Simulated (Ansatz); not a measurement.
## Fields on a plane of ZnCu (CsCl type)

```
CELL_PARAMETERS angstrom
      2.96382     0.00000     0.00000
      0.00000     2.96382     0.00000
      0.00000     0.00000     2.96382
ATOMIC_POSITIONS crystal
  Zn 0.00000 0.00000 0.00000
  Cu 0.50000 0.50000 0.50000
```

The slice is a {210} plane (indices of the conventional cell) through the point (0.500, 0.500, 0.500) (fractional), spanned by u = [100] and v = [021] in vectors of this cell: u (2.96 Å) and v (6.63 Å, at 90° to u). It covers one period; positions are fractions (u, v).

Atoms on it: Cu at (0.00, 0.00). Other atoms lie within 1 Å of the plane.

Calculation: PBE (plane waves to 420 eV, PAW, scalar-relativistic; Ansatz, a quantum-chemistry and plane-wave program). k mesh 16×16×16. Near the nuclei the fields are pseudised (PAW); where an atom keeps semicore shells as valence, they peak there. ZnCu is run without spin polarisation. ZnCu was relaxed with its symmetry unable to fall.

```
|%%**--..    ..--**|
|==--..        ..--|
|....            ..|
|        ....      |
|      ..::::..    |
|      ::----::    |
|      ..::::..    |
|        ....      |
|                  |
|                  |
|                  |
|        ....      |
|      ..::::..    |
|      ::----::    |
|      ..::::..    |
|        ....      |
|....            ..|
|==--..        ..--|
|%%**--..    ..--**|
|@@%%==..    ..==%%|
```
Scale: ten equal steps from -0.76 (start of ' ') to 1.85 (end of '@'), in the order ' .:-=+*#%@'. Values: log₁₀ of the valence density in e/Å³. The map has 9 points along u (two characters each, u = 0 at the left) and 20 along v (v = 0 in the bottom row). The scale is logarithmic, as a density can span decades between atoms and voids.

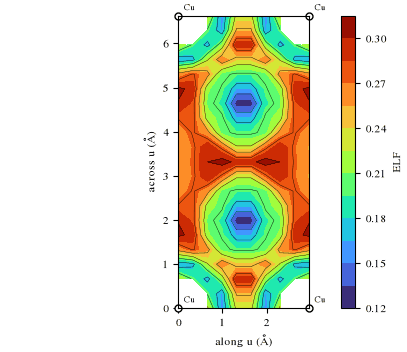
*Electron localisation function (ELF), one period of the plane, atoms marked. Points within 0.5 Å of a nucleus are left white, as the pseudised field means little there.*
